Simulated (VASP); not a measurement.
Band structure of BaHfO$_{3}$ (cubic perovskite). Level of theory: rev-vdW-DF2, VASP's PBE PAW potentials (set 64) (plane waves; VASP 6.6.1).

Unless said otherwise, spin-orbit coupling is left out, though it shifts the bands of the heavy elements here.

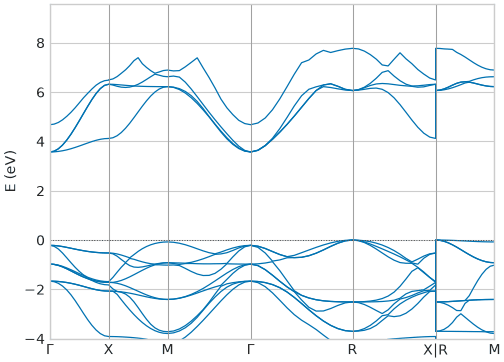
Bands along high-symmetry lines, zero at the valence-band maximum or, without a gap, the Fermi level

Problem. Read the plot: is there a gap, and where are the band edges?

Solution. The gap is indirect, 3.57 eV, from the valence maximum at R to the conduction minimum at Γ. (Edges off the drawn lines would not show.)

The compound is BaHfO3 in the cubic perovskite structure. It was relaxed first.
